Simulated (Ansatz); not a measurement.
# Cl2GaHO: the cost of one run

Program: Ansatz 0.2.0. Level of theory: RKS PBE-D4/def2-SVP. These are calculated values, not measurements.

### 1 Starting point

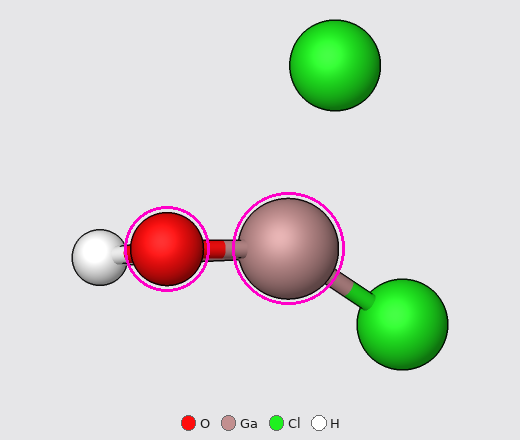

The starting structure, seen from a free direction (oxygen red, gallium pink, chlorine green, hydrogen white). Ringed: O1, Ga2.

As a file:

```xyz
5

O     0.0150    0.9805    0.4749
Ga   -0.2593   -0.2699   -0.1597
Cl    1.4432   -1.1991    0.8658
Cl   -1.2870   -1.2575   -0.9438
H     0.1380    1.6723   -0.2786
```

### 2 Relaxing end A

Input file input.yaml:

```yaml
crystal:
  periodic: [false, false, false]
  atoms:
    - { symbol: O, position_ang: [0.015, 0.9805, 0.4749] }
    - { symbol: Ga, position_ang: [-0.2593, -0.2699, -0.1597] }
    - { symbol: Cl, position_ang: [1.4432, -1.1991, 0.8658] }
    - { symbol: Cl, position_ang: [-1.287, -1.2575, -0.9438] }
    - { symbol: H, position_ang: [0.138, 1.6723, -0.2786] }
basis:
  gaussian: { orbitals: def2-SVP }
hamiltonian:
  xc: pbe
  dispersion: d4
relax:
  f_tol: 0.015
  max_steps: 40
```

Launch:

```console
$ ansatz run input.yaml --threads 1 --pin off --max-ram 2048MiB --backend cpu --events-out ev --progress --plain --runs-dir out
```

**Question.** How long does this run take on 1 thread of Intel Xeon at 2.70GHz, shared host, and how much memory does it need?

About 33 s, with a peak of 0.14 GiB.
